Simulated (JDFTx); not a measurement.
System: Al(100) (Fm-3m bulk; lattice of mp-134, not re-optimised at this level), 1x1 cell of 4 atoms in 4 planes, area 8.16 Å² a face, 6.2 Å between the outermost planes in a cell 22.1 Å high; k mesh 8×8×1, Fermi width 0.01 Ha, no spin polarisation.

Computed with JDFTx (a modified build): PBE, GBRV ultrasoft potentials, plane waves to 20/100 Ha. Liquid on both sides: linear PCM (GLSSA13), water, 1 M NaCl; nuclei fixed, outer atoms relaxed in vacuum. Potentials are on the SHE scale by the convention U = −μ/e − 4.44 V; references calibrated for a solvation model differ from this value. Both faces are the same ideal termination; reconstructions, overlayers and chemisorbed solvent are outside this model. Convergence in thickness and k mesh wasn't tested for this slab.

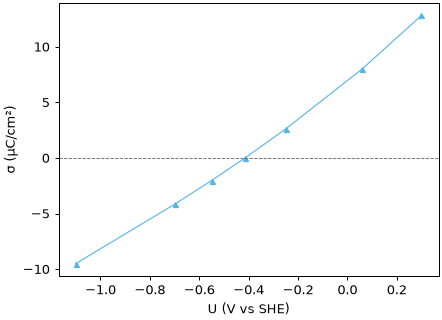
Figure. Surface charge density of Al(100) against potential

Task: Read off the potential of zero charge and the mean capacitance σ/(U − U_pzc) at the computed points next to it.

Result: U_pzc ≈ -0.41 V. At -0.55 V it is about 15 μF/cm². At -0.25 V it is about 16 μF/cm².
